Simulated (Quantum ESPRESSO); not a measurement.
# KMgF3 (Pm-3m): modes at Γ and the response to a field, part 2 of 5

Aim: the zone-centre modes of KMgF3 (Pm-3m).

Quantum ESPRESSO 7.5; DFT PBE, scalar-relativistic, plane waves, GBRV ultrasoft pseudopotentials.

So far. Step 2 (A first look): A gap of 7.3 eV opens on this mesh, so the crystal is taken as an insulator; the start stands at 3.8 GPa. Step 4 (Self-consistent run for the response): The cell stands at 0.046 GPa, close enough for phonons.

## Step 5: Linear response at Γ

At q = 0 one unit cell holds all displacements; symmetry groups them into irreducible representations that are solved one by one. The response to a field gives ε∞ and the Born charges, which polar modes need.

Contents of ph.in:

```
phonons
 &inputph
    prefix='x',
    outdir='./tmp',
    fildyn='g.dyn',
    tr2_ph=1.0d-18,
    epsil=.true.,
 /
0.000000000000 0.000000000000 0.000000000000
```

The run is started by

```bash
$ OMP_NUM_THREADS=1 mpirun -n 4 ph.x -nk 4 -in ph.in > ph.out
```

Log:

```text
[banners, grids, parts of the stress and lines that vanish by symmetry left out]
[banner, memory and clock lines left out]
Program PHONON v.7.5

     ./tmp/x.save/

     IMPORTANT: XC functional enforced from input :
     Exchange-correlation= PBE
                           (   1   4   3   4   0   0   0)
     Any further DFT definition will be discarded
     Please, verify this is what you really want

     G-vector sticks info

     Reading collected, re-writing distributed wavefunctions in ./tmp/

     Number and degeneracy of irreps per q-point
       N         xq(1)         xq(2)         xq(3)   N irreps
       1   0.000000000   0.000000000   0.000000000       5
        3   3   3   3   3

     Calculation of q =    0.0000000   0.0000000   0.0000000

     phonons

     bravais-lattice index     =            1
     lattice parameter (alat)  =       7.6584  a.u.
     unit-cell volume          =     449.1775 (a.u.)^3
     number of atoms/cell      =            5
     number of atomic types    =            3
     kinetic-energy cut-off    =      55.0000  Ry
     charge density cut-off    =     440.0000  Ry
     convergence threshold     =      1.0E-18
     beta                      =       0.7000
     number of iterations used =            4
     Exchange-correlation= PBE
                           (   1   4   3   4   0   0   0)

     celldm(1)=    7.65842  celldm(2)=    0.00000  celldm(3)=    0.00000
     celldm(4)=    0.00000  celldm(5)=    0.00000  celldm(6)=    0.00000

     crystal axes: (cart. coord. in units of alat)
               a(1) = (  1.0000  0.0000  0.0000 )
               a(2) = (  0.0000  1.0000  0.0000 )
               a(3) = (  0.0000  0.0000  1.0000 )

     reciprocal axes: (cart. coord. in units 2 pi/alat)
               b(1) = (  1.0000  0.0000  0.0000 )
               b(2) = (  0.0000  1.0000  0.0000 )
               b(3) = (  0.0000  0.0000  1.0000 )

     Atoms inside the unit cell:

     Cartesian axes

     site n.  atom      mass           positions (alat units)
        1  K      39.0983   tau(    1) = (    0.50000    0.50000    0.50000  )
        2  Mg     24.3050   tau(    2) = (    0.00000    0.00000    0.00000  )
        3  F      18.9984   tau(    3) = (    0.50000    0.00000    0.00000  )
        4  F      18.9984   tau(    4) = (    0.00000    0.50000    0.00000  )
        5  F      18.9984   tau(    5) = (    0.00000    0.00000    0.50000  )

     Computing dynamical matrix for
                    q = (   0.0000000   0.0000000   0.0000000 )

     49 Sym.Ops. (with q -> -q+G )

     G cutoff =  653.6896  (  69983 G-vectors)     FFT grid: ( 54, 54, 54)
     G cutoff =  326.8448  (  24837 G-vectors)  smooth grid: ( 40, 40, 40)
     number of k points=    35
                       cart. coord. in units 2pi/alat
        k(    1) = (   0.0000000   0.0000000   0.0000000), wk =   0.0039062
        k(    2) = (   0.0000000   0.0000000   0.1250000), wk =   0.0234375
        k(    3) = (   0.0000000   0.0000000   0.2500000), wk =   0.0234375
        [... further k-points left out ...]

     PseudoPot. # 1 for K  read from file:
     ./pseudo/K.upf
     Pseudo is Ultrasoft + core correction, Zval =  9.0

     PseudoPot. # 2 for Mg read from file:
     ./pseudo/Mg.upf
     Pseudo is Ultrasoft, Zval = 10.0

     PseudoPot. # 3 for F  read from file:
     ./pseudo/F.upf
     Pseudo is Ultrasoft, Zval =  7.0

     Mode symmetry, O_h (m-3m)  point group:

     Electric field:
     Dielectric constant
     Born effective charges as d Force / d E

     Atomic displacements:
     There are    5 irreducible representations

     Representation     1      3 modes -  To be done

     Representation     2      3 modes -  To be done

     Representation     3      3 modes -  To be done

     Representation     4      3 modes -  To be done

     Representation     5      3 modes -  To be done

     Alpha used in Ewald sum =   2.8000

     Electric Fields Calculation

      iter #   1   av.it.:   7.7
      thresh= 1.000E-02 alpha_mix =  0.700 |ddv_scf|^2 =  1.352E-08

      [... iterations left out ...]
      iter #   8   av.it.:  15.3
      thresh= 4.934E-10 alpha_mix =  0.700 |ddv_scf|^2 =  6.785E-19

     End of electric fields calculation

          Dielectric constant in cartesian axis

          (       2.064803408       0.000000000       0.000000000 )
          (       0.000000000       2.064803408       0.000000000 )
          (       0.000000000       0.000000000       2.064803408 )

          Effective charges (d Force / dE) in cartesian axis without acoustic sum rule applied (asr)

           atom    1  K     Mean Z*:        1.18101
      Ex  (        1.18101        0.00000        0.00000 )
      Ey  (        0.00000        1.18101        0.00000 )
      Ez  (        0.00000        0.00000        1.18101 )
           atom    2  Mg    Mean Z*:        2.02153
      Ex  (        2.02153        0.00000        0.00000 )
      Ey  (        0.00000        2.02153        0.00000 )
      Ez  (        0.00000        0.00000        2.02153 )
           atom    3  F     Mean Z*:       -1.06583
      Ex  (       -1.28903        0.00000        0.00000 )
      Ey  (        0.00000       -0.95422        0.00000 )
      Ez  (        0.00000        0.00000       -0.95422 )
           atom    4  F     Mean Z*:       -1.06583
      Ex  (       -0.95422        0.00000        0.00000 )
      Ey  (        0.00000       -1.28903        0.00000 )
      Ez  (        0.00000        0.00000       -0.95422 )
           atom    5  F     Mean Z*:       -1.06583
      Ex  (       -0.95422        0.00000        0.00000 )
      Ey  (        0.00000       -0.95422        0.00000 )
      Ez  (        0.00000        0.00000       -1.28903 )

          Effective charges Sum: Mean:        0.00507
              0.00507        0.00000        0.00000
              0.00000        0.00507        0.00000
              0.00000        0.00000        0.00507

          Effective charges (d Force / dE) in cartesian axis with asr applied:
           atom    1  K     Mean Z*:        1.18000
      E*x (        1.18000        0.00000        0.00000 )
      E*y (        0.00000        1.18000        0.00000 )
      E*z (        0.00000        0.00000        1.18000 )
           atom    2  Mg    Mean Z*:        2.02052
      E*x (        2.02052        0.00000        0.00000 )
      E*y (        0.00000        2.02052        0.00000 )
      E*z (        0.00000        0.00000        2.02052 )
           atom    3  F     Mean Z*:       -1.06684
      E*x (       -1.29005        0.00000        0.00000 )
      E*y (        0.00000       -0.95524        0.00000 )
      E*z (        0.00000        0.00000       -0.95524 )
           atom    4  F     Mean Z*:       -1.06684
      E*x (       -0.95524        0.00000        0.00000 )
      E*y (        0.00000       -1.29005        0.00000 )
      E*z (        0.00000        0.00000       -0.95524 )
           atom    5  F     Mean Z*:       -1.06684
      E*x (       -0.95524        0.00000        0.00000 )
      E*y (        0.00000       -0.95524        0.00000 )
      E*z (        0.00000        0.00000       -1.29005 )

     Representation #   1 modes #   1   2   3

     Self-consistent Calculation

      iter #   1   av.it.:   7.8
      thresh= 1.000E-02 alpha_mix =  0.700 |ddv_scf|^2 =  3.477E-07

      [... iterations left out ...]
      iter #   9   av.it.:  16.0
      thresh= 1.087E-10 alpha_mix =  0.700 |ddv_scf|^2 =  7.658E-21

     End of self-consistent calculation

     Convergence has been achieved

     Representation #   2 modes #   4   5   6

     Self-consistent Calculation

      iter #   1   av.it.:   7.7
      thresh= 1.000E-02 alpha_mix =  0.700 |ddv_scf|^2 =  6.682E-07

      [... iterations left out ...]
      iter #   9   av.it.:  15.4
      thresh= 2.510E-10 alpha_mix =  0.700 |ddv_scf|^2 =  1.246E-19

     End of self-consistent calculation

     Convergence has been achieved

     Representation #   3 modes #   7   8   9

     Self-consistent Calculation

      iter #   1   av.it.:   6.9
      thresh= 1.000E-02 alpha_mix =  0.700 |ddv_scf|^2 =  3.203E-07

      [... iterations left out ...]
      iter #   8   av.it.:  15.4
      thresh= 3.155E-10 alpha_mix =  0.700 |ddv_scf|^2 =  1.364E-19

     End of self-consistent calculation

     Convergence has been achieved

     Representation #   4 modes #  10  11  12

     Self-consistent Calculation

      iter #   1   av.it.:   7.8
      thresh= 1.000E-02 alpha_mix =  0.700 |ddv_scf|^2 =  3.513E-07

      [... iterations left out ...]
      iter #   8   av.it.:  15.3
      thresh= 5.432E-10 alpha_mix =  0.700 |ddv_scf|^2 =  6.940E-19

     End of self-consistent calculation

     Convergence has been achieved

     Representation #   5 modes #  13  14  15

     Self-consistent Calculation

      iter #   1   av.it.:   7.5
      thresh= 1.000E-02 alpha_mix =  0.700 |ddv_scf|^2 =  1.853E-07

      [... iterations left out ...]
      iter #   7   av.it.:  16.6
      thresh= 1.278E-10 alpha_mix =  0.700 |ddv_scf|^2 =  1.120E-20

     End of self-consistent calculation

     Convergence has been achieved

     Number of q in the star =    1
     List of q in the star:
          1   0.000000000   0.000000000   0.000000000

          Dielectric constant in cartesian axis

          (       2.064803408       0.000000000       0.000000000 )
          (       0.000000000       2.064803408       0.000000000 )
          (       0.000000000       0.000000000       2.064803408 )

          Effective charges (d Force / dE) in cartesian axis without acoustic sum rule applied (asr)

           atom    1  K     Mean Z*:        1.18101
      Ex  (        1.18101        0.00000        0.00000 )
      Ey  (        0.00000        1.18101        0.00000 )
      Ez  (        0.00000        0.00000        1.18101 )
           atom    2  Mg    Mean Z*:        2.02153
      Ex  (        2.02153        0.00000        0.00000 )
      Ey  (        0.00000        2.02153        0.00000 )
      Ez  (        0.00000        0.00000        2.02153 )
           atom    3  F     Mean Z*:       -1.06583
      Ex  (       -1.28903        0.00000        0.00000 )
      Ey  (        0.00000       -0.95422        0.00000 )
      Ez  (        0.00000        0.00000       -0.95422 )
           atom    4  F     Mean Z*:       -1.06583
      Ex  (       -0.95422        0.00000        0.00000 )
      Ey  (        0.00000       -1.28903        0.00000 )
      Ez  (        0.00000        0.00000       -0.95422 )
           atom    5  F     Mean Z*:       -1.06583
      Ex  (       -0.95422        0.00000        0.00000 )
      Ey  (        0.00000       -0.95422        0.00000 )
      Ez  (        0.00000        0.00000       -1.28903 )

          Effective charges Sum: Mean:        0.00507
              0.00507        0.00000        0.00000
              0.00000        0.00507        0.00000
              0.00000        0.00000        0.00507

          Effective charges (d Force / dE) in cartesian axis with asr applied:
           atom    1  K     Mean Z*:        1.18000
      E*x (        1.18000        0.00000        0.00000 )
      E*y (        0.00000        1.18000        0.00000 )
      E*z (        0.00000        0.00000        1.18000 )
           atom    2  Mg    Mean Z*:        2.02052
      E*x (        2.02052        0.00000        0.00000 )
      E*y (        0.00000        2.02052        0.00000 )
      E*z (        0.00000        0.00000        2.02052 )
           atom    3  F     Mean Z*:       -1.06684
      E*x (       -1.29005        0.00000        0.00000 )
      E*y (        0.00000       -0.95524        0.00000 )
      E*z (        0.00000        0.00000       -0.95524 )
           atom    4  F     Mean Z*:       -1.06684
      E*x (       -0.95524        0.00000        0.00000 )
      E*y (        0.00000       -1.29005        0.00000 )
      E*z (        0.00000        0.00000       -0.95524 )
           atom    5  F     Mean Z*:       -1.06684
      E*x (       -0.95524        0.00000        0.00000 )
      E*y (        0.00000       -0.95524        0.00000 )
      E*z (        0.00000        0.00000       -1.29005 )

     Diagonalizing the dynamical matrix

     q = (    0.000000000   0.000000000   0.000000000 )

 **************************************************************************
     freq (    1) =      -0.526114 [THz] =     -17.549285 [cm-1]
     freq (    2) =      -0.526114 [THz] =     -17.549285 [cm-1]
     freq (    3) =      -0.526114 [THz] =     -17.549285 [cm-1]
     freq (    4) =       4.163802 [THz] =     138.889478 [cm-1]
     freq (    5) =       4.163802 [THz] =     138.889478 [cm-1]
     freq (    6) =       4.163802 [THz] =     138.889478 [cm-1]
     freq (    7) =       5.413403 [THz] =     180.571702 [cm-1]
     freq (    8) =       5.413403 [THz] =     180.571702 [cm-1]
     freq (    9) =       5.413403 [THz] =     180.571702 [cm-1]
     freq (   10) =       8.405973 [THz] =     280.393083 [cm-1]
     freq (   11) =       8.405973 [THz] =     280.393083 [cm-1]
     freq (   12) =       8.405973 [THz] =     280.393083 [cm-1]
     freq (   13) =      12.742695 [THz] =     425.050557 [cm-1]
     freq (   14) =      12.742695 [THz] =     425.050557 [cm-1]
     freq (   15) =      12.742695 [THz] =     425.050557 [cm-1]
 **************************************************************************

     Mode symmetry, O_h (m-3m)  point group:

     freq (   1-   3) =        -17.5  [cm-1]   --> T_1u G_15  G_4- I
     freq (   4-   6) =        138.9  [cm-1]   --> T_1u G_15  G_4- I
     freq (   7-   9) =        180.6  [cm-1]   --> T_2u G_25  G_5-
     freq (  10-  12) =        280.4  [cm-1]   --> T_1u G_15  G_4- I
     freq (  13-  15) =        425.1  [cm-1]   --> T_1u G_15  G_4- I
```

It took 23 min on 4 MPI ranks of Arm Neoverse N1, shared host.

Numbers from this step:

```yaml
miss_of_the_charge_sum_rule: 0.005070 e
largest_acoustic_frequency_at_the_zone_centre_before_the_sum_rule: -17.55 cm⁻¹
highest_optical_zone_centre_mode_no_lo_to_term: 425.1 cm⁻¹
lowest_optical_zone_centre_mode: 138.9 cm⁻¹
mean_high_frequency_dielectric_constant: 2.065
largest_born_charge_in_size_third_of_the_trace: 2.022 e
```

Born charge (rows field, columns displacement), before the sum rule (e), principal values of the symmetric part by kind of site:

```csv
atom,atoms with these values,low,middle,high,mean
K1,1,1.18,1.18,1.18,1.18
Mg2,1,2.02,2.02,2.02,2.02
F3,3,-1.29,-0.95,-0.95,-1.07
```

In full for F3:

```
-1.29  0.00  0.00
 0.00 -0.95  0.00
 0.00  0.00 -0.95
```

High-frequency dielectric tensor:

```
2.06 0.00 0.00
0.00 2.06 0.00
0.00 0.00 2.06
```

The acoustic modes at Γ come out as far as 17.6 cm⁻¹ from zero, where they should vanish, a sizeable error of basis and grid; the Born charges miss their sum rule by 0.0051 e, which is good.

## Step 6: Modes with the sum rule

A rigid shift of the crystal must cost nothing, but grids and finite bases break this; the acoustic sum rule is imposed before the matrix is diagonalised again. With Born charges the intensities follow, and the static dielectric tensor.

Contents of dynmat.in:

```
 &input
    fildyn='g.dyn',
    asr='simple',
    fileig='dynmat.eig',
    lperm=.true.,
 /
```

The run is started by

```bash
$ dynmat.x -in dynmat.in > dynmat.out
```

Log:

```text
[banner, memory and clock lines left out]
Program DYNMAT v.7.5

     Reading Dynamical Matrix from file g.dyn
     ...Force constants read
     ...epsilon and Z* read
     A direction for q was not specified:TO-LO splitting will be absent

     Polarizability (A^3 units)
     multiply by 0.738043 for Clausius-Mossotti correction
         5.640024    0.000000    0.000000
         0.000000    5.640024    0.000000
         0.000000    0.000000    5.640024

     IR activities are in (D/A)^2/amu units

# mode   [cm-1]    [THz]      IR
    1     -0.00   -0.0000    0.0000
    2     -0.00   -0.0000    0.0000
    3      0.00    0.0000    0.0000
    4    139.21    4.1735    1.8504
    5    139.21    4.1735    1.8504
    6    139.21    4.1735    1.8504
    7    180.61    5.4145    0.0000
    8    180.61    5.4145    0.0000
    9    180.61    5.4145    0.0000
   10    281.37    8.4353    3.3917
   11    281.37    8.4353    3.3917
   12    281.37    8.4353    3.3917
   13    425.85   12.7667    3.6920
   14    425.85   12.7667    3.6920
   15    425.85   12.7667    3.6920

Electronic dielectric permittivity tensor (relative, adimensional)
         2.064803    0.000000    0.000000
         0.000000    2.064803    0.000000
         0.000000    0.000000    2.064803

 ... with zone-center polar mode contributions
         7.149250   -0.000000   -0.000000
        -0.000000    7.149250    0.000000
        -0.000000    0.000000    7.149250

[end of the log left out, with the tail of the file of modes that dynmat.x writes under the same name]
```

Run time: 0.5 s. Hardware: 1 thread.

This step gave:

| Quantity | Value |
| --- | --- |
| highest optical zone-centre mode (no LO-TO term) | 425.9 cm⁻¹ |
| lowest optical zone-centre mode | 139.2 cm⁻¹ |
| mean static dielectric constant | 7.149 |

Unit eigenvectors of the mass-weighted matrix after the sum rule; no LO-TO term. The modes at Γ (shares of kinetic energy by element, %):

```csv
mode,frequency (cm⁻¹),symmetry,K %,Mg %,F %
1,0.0,acoustic,32,20,47
2,0.0,acoustic,32,20,47
3,0.0,acoustic,32,20,47
4,139.2,T1u,67,5,28
5,139.2,T1u,67,5,28
6,139.2,T1u,67,5,28
7,180.6,T2u,0,0,100
8,180.6,T2u,0,0,100
9,180.6,T2u,0,0,100
10,281.4,T1u,1,47,52
11,281.4,T1u,1,47,52
12,281.4,T1u,1,47,52
13,425.8,T1u,0,27,73
14,425.8,T1u,0,27,73
15,425.8,T1u,0,27,73
```

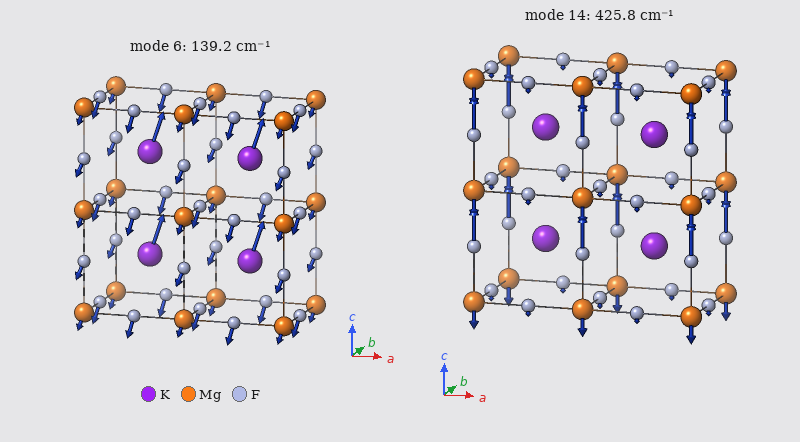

Displacement patterns of modes 6 and 14 at Γ; arrows are exaggerated. 2×1×2 cells are drawn. Some periodic images of atoms are drawn too.

Degenerate modes summed, no LO-TO term. Infrared lines, with heights relative to the strongest:

```csv
position (cm⁻¹),lines merged,label,"IR intensity, relative"
139,3,T1u,50
181,3,T2u,0.0
281,3,T1u,92
426,3,T1u,100
```

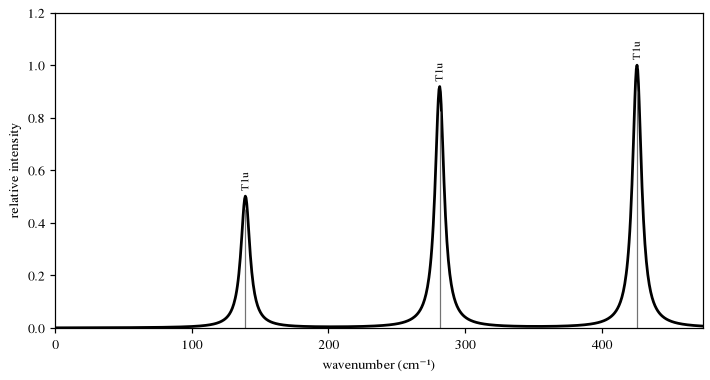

The infrared spectrum, broadened with Lorentzians of width 8 cm⁻¹; bars mark the lines.

Static dielectric tensor (ions relaxed, fixed cell):

```
7.15 0.00 0.00
0.00 7.15 0.00
0.00 0.00 7.15
```

The rule also moves an optical mode by 1.0 cm⁻¹.

[end of part 2 of 5]

[Host names and launcher messages were left out of these logs when they were recorded.]

[Logs are printed without paths, hosts, clocks, repeated set-up lines and the standing remarks that a program may print on its own settings, such as how far it seeks lower states.]

[Hosts, paths, dates, database ids (printed as entryN), source tags and the programs' standing remarks are cut or masked in the printed files.]
